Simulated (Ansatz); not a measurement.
System: WS, space group Pm-3m (No. 221) (cell built by us, not taken from a database).

Starting cell:
```xyz
2
Lattice="3.1236 0.0000 0.0000 0.0000 3.1236 0.0000 0.0000 0.0000 3.1236" Properties=species:S:1:pos:R:3 pbc="T T T"
W     0.0000    0.0000    0.0000
S     1.5618    1.5618    1.5618
```

Method: several magnetic starts of one crystal ranked with cell and atoms relaxed in each order, signs over the magnetic atoms (u up, d down); plane-wave DFT of a periodic cell, U on orthogonalised atomic d orbitals (Ansatz 0.2.0). Level: r2SCAN. Hubbard U_eff: W 6.2 eV.

cell charge 0 e; exact exchange fraction 0; dispersion correction none; potentials PAW default; wave cutoff 500 eV; k mesh 14x14x14; k shift none; occupation rule Gaussian; occupation width 0.1 eV.

Predict the energy above the lowest of each magnetic start. The cases: non-magnetic; ferromagnetic.

Among these starts the lowest is non-magnetic; ferromagnetic is 41.9 meV/atom higher. The largest site moment, in μB, is 0.000 for non-magnetic and 1.653 for ferromagnetic. The final order is non-magnetic for non-magnetic and ferromagnetic for ferromagnetic.

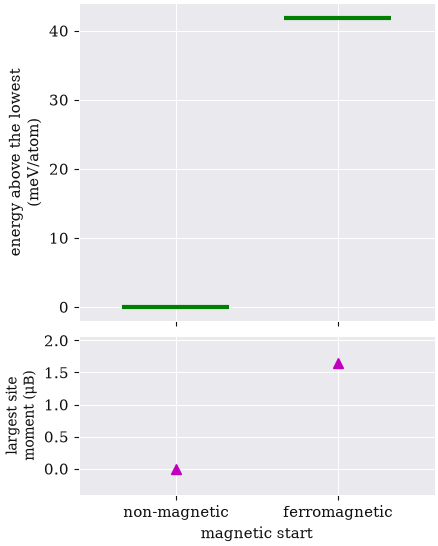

Note: filled bands differ between k-points; the state may not be the lowest.
